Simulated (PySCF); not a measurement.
C2H14OSSi4

```
atom    x (Å)    y (Å)    z (Å)
   C  -2.9737  -1.4104  -1.0874
  Si  -3.0173   0.3890  -0.4972
   S  -2.2198   0.5392   1.4869
  Si  -0.0547   0.6684   1.2837
   C   0.3465   2.4153   0.6252
  Si   0.8374  -0.9978  -0.0399
   O   2.4330  -0.7869   0.1501
  Si   4.0489  -0.8187   0.1105
   H  -1.9557  -1.7802  -1.1760
   H  -3.4526  -1.5106  -2.0564
   H  -3.4993  -2.0568  -0.3898
   H  -4.3799   0.8842  -0.3523
   H  -2.2415   1.2460  -1.3948
   H   0.2994   0.6338   2.7096
   H   1.4209   2.5652   0.5661
   H  -0.0630   2.5712  -0.3705
   H  -0.0664   3.1872   1.2700
   H   0.5841  -0.8785  -1.4866
   H   0.5597  -2.3903   0.3333
   H   4.4486   0.4330  -0.5288
   H   4.4710  -1.9831  -0.6644
   H   4.4638  -0.8999   1.5079
```

Geometry: GFN2-xTB.

Level of theory: PBE0/pcSseg-1, SCF density, gas phase, non-relativistic in PySCF.

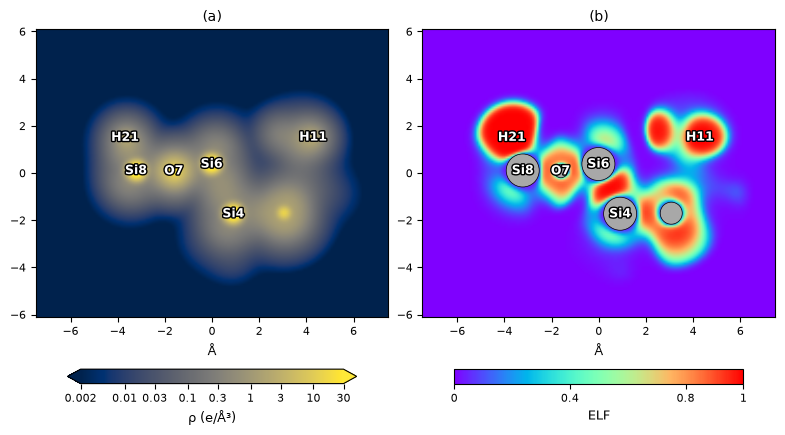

Figure 1. (a) total electron density; (b) electron localisation function on the plane of atoms O7, Si8 and H21. Grey discs cover the atomic cores in the ELF map.

### Describe what can be read from this map.

Atoms in the plane: Si, O and H.
Si–O (1.62 Å): ρ at the midpoint is about 1.1 e/Å³; the ELF peaks at about 0.85 between the atoms: a polar covalent bond.
Si–Si (2.31 Å): ρ is about 0.7 e/Å³ halfway; the ELF peaks at about 1 between the atoms (localised, covalent bonding).
Si–H (1.46 Å): ρ is about 0.83 e/Å³ halfway; the ELF climbs to about 1 towards the hydrogen, as it does in any bond to H.
The ELF also peaks beside S3 and O7, away from the bonds: lone-pair regions.

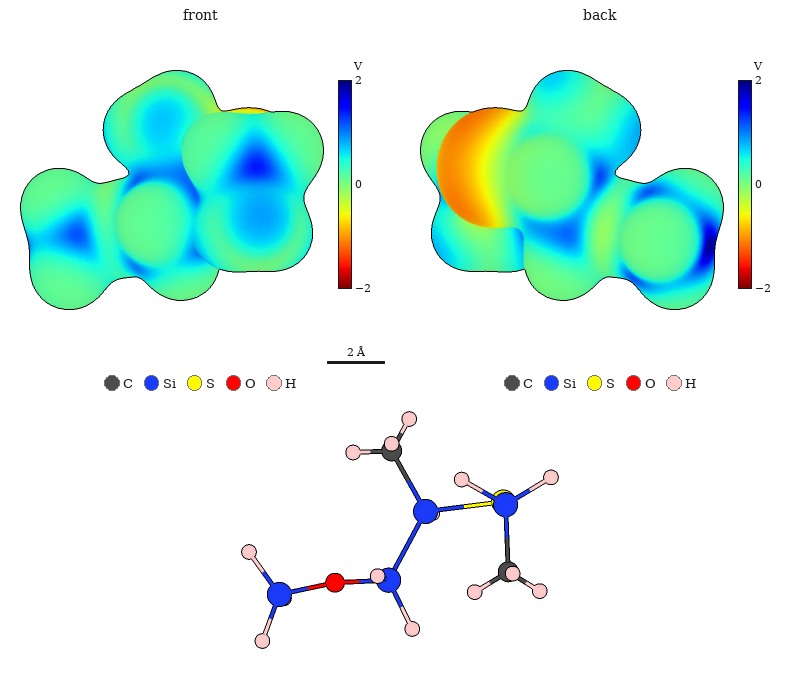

Figure 2. The molecular electrostatic potential painted on the density surface at 0.002 e/bohr³, seen from the front and from behind; the colour scale runs from red (negative) to blue (positive). The bare structure is drawn below in the same view.

### Where is the surface potential most negative and most positive?

The most negative region (about −1.1 V) lies over S3, the most positive (about +1.7 V) over Si8.
